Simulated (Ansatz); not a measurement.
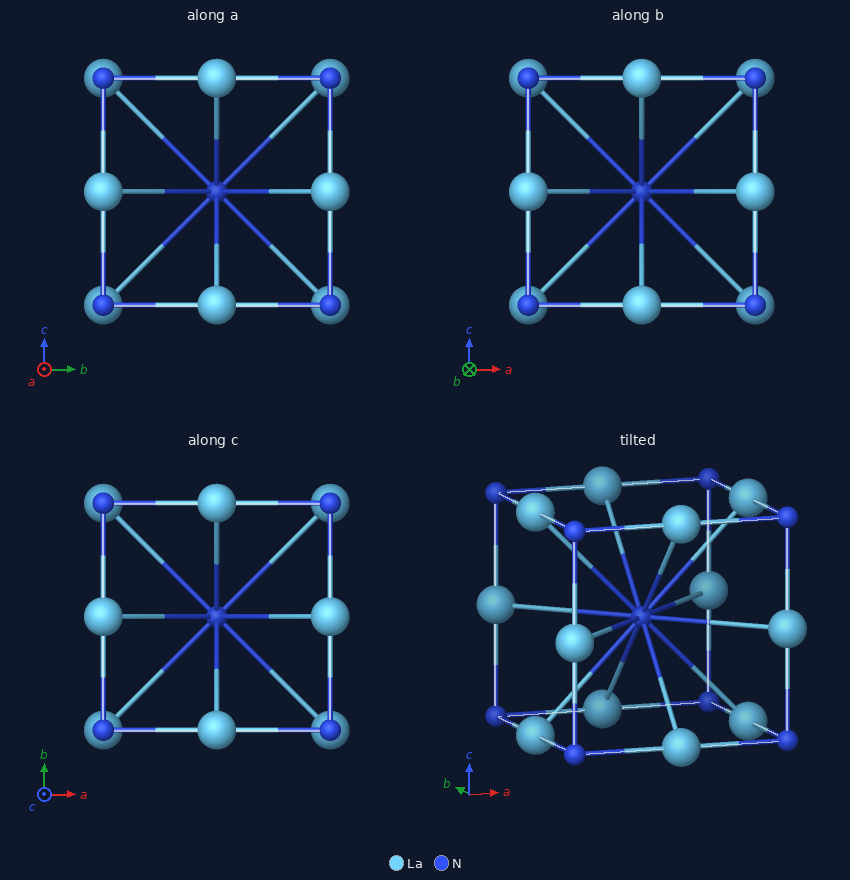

Shown here is a ball-and-stick view of the crystal, taken along the a axis, along the b axis, along the c axis and slightly off an axis. Lines trace the edges of the conventional unit cell.

Lattice parameters: a = 4.8751 Å, b = 4.8751 Å, c = 4.8751 Å, α = 90.000°, β = 90.000°, γ = 90.000°.

### Express the structure as a CIF with its space group and independent sites.

```cif
data_structure
_symmetry_space_group_name_H-M 'P m -3 m'
_symmetry_Int_Tables_number 221
_cell_length_a 4.8751
_cell_length_b 4.8751
_cell_length_c 4.8751
_cell_angle_alpha 90.000
_cell_angle_beta 90.000
_cell_angle_gamma 90.000
_cell_volume 115.87
loop_
_atom_site_label
_atom_site_type_symbol
_atom_site_symmetry_multiplicity
_atom_site_Wyckoff_symbol
_atom_site_fract_x
_atom_site_fract_y
_atom_site_fract_z
_atom_site_occupancy
La1 La 3 d 0.5000 0.0000 0.0000 1
N1 N 1 b 0.5000 0.5000 0.5000 1
N2 N 1 a 0.0000 0.0000 0.0000 1
```

Its origin is a random cell made by a generator, so it need not be a real form of the compound. What is shown is the relaxed result from DFT PBE, scalar-relativistic, plane waves, PAW (Ansatz 0.2.0).
